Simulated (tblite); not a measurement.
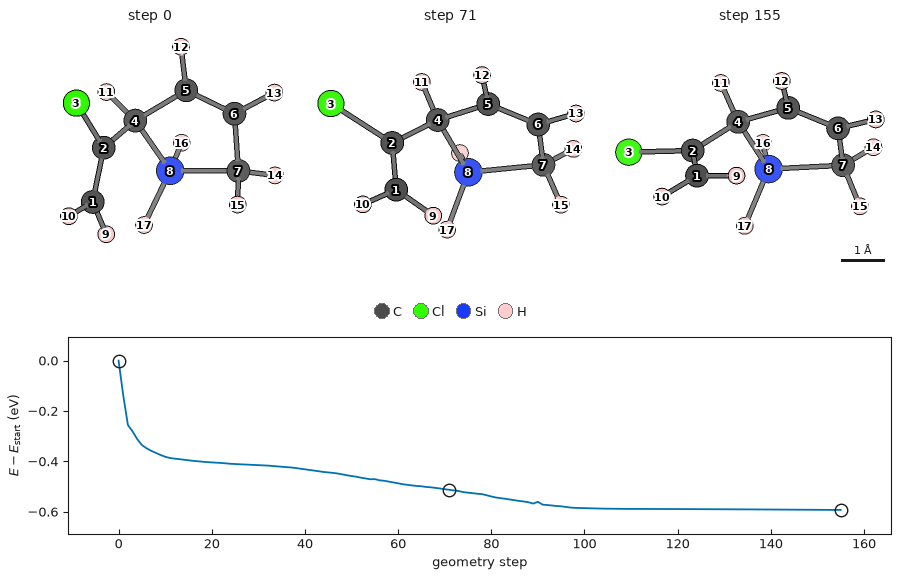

Frames of a relaxation of C$_{6}$H$_{9}$ClSi, marked on the history of the run. A ball-and-stick model, seen at a tilt.

Method: GFN2-xTB geometry optimisation, gas phase (tblite). 

Describe the path.

The energy falls by 0.593 eV in 155 geometry steps. Cl3 moves most after the best rigid fit: 2.93 Å. By element the largest moves are Cl 2.93 Å, H 2.52 Å, C 0.98 Å, Si 0.19 Å. Some distances before and after: C4–Si8 1.867 → 1.930 Å, C2–Cl3 1.795 → 1.742 Å, C5–H12 1.128 → 1.080 Å, C5–C6 1.278 → 1.321 Å. Bond angles that change, for instance: C7–Si8–H16 106.8° → 113.6°, C6–C7–Si8 98.6° → 104.8°, H14–C7–H15 111.7° → 106.0°. Groups turn about C2–C4 by about 105°, C4–Si8 by about 30°, C7–Si8 by about 30°. From step 0 to 71: Cl3 moves most (1.76 Å), energy −0.513 eV. From step 71 to 155: Cl3 moves most (1.42 Å), energy −0.080 eV.

```tsv
step	E − E(0), eV
0	0.0000
1	-0.1379
2	-0.2552
3	-0.2809
4	-0.3114
5	-0.3349
6	-0.3478
7	-0.3579
8	-0.3660
9	-0.3743
10	-0.3815
18	-0.4013
25	-0.4105
33	-0.4181
41	-0.4339
48	-0.4514
56	-0.4750
63	-0.4946
71	-0.5125
79	-0.5344
86	-0.5568
94	-0.5769
102	-0.5867
109	-0.5884
117	-0.5889
124	-0.5893
132	-0.5901
140	-0.5910
147	-0.5919
155	-0.5926
```
